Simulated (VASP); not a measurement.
Band structure of C2Si6 (ordered alloy cell). Level of theory: PBEsol GGA, VASP's PBE PAW potentials (set 64) (plane waves; VASP).

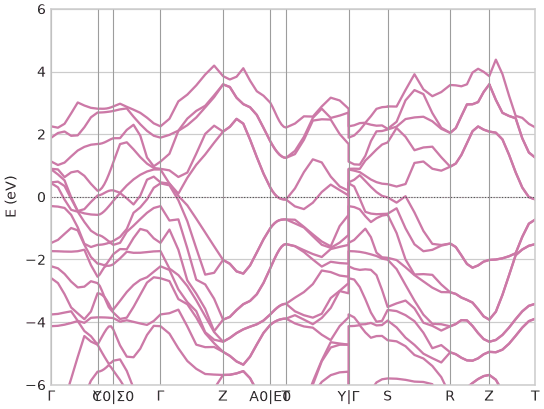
Figure. Bands along high-symmetry lines, zero at the valence-band maximum or, without a gap, the Fermi level

Task: Read the plot: is there a gap, and where are the band edges?

Result: It has no gap at this level: it comes out as a metal or semimetal. (Edges off the drawn lines would not show.)

The structure was generated: C2Si6 was put into an ordered model structure (Cmcm), which need not be its known phase. It was relaxed first.
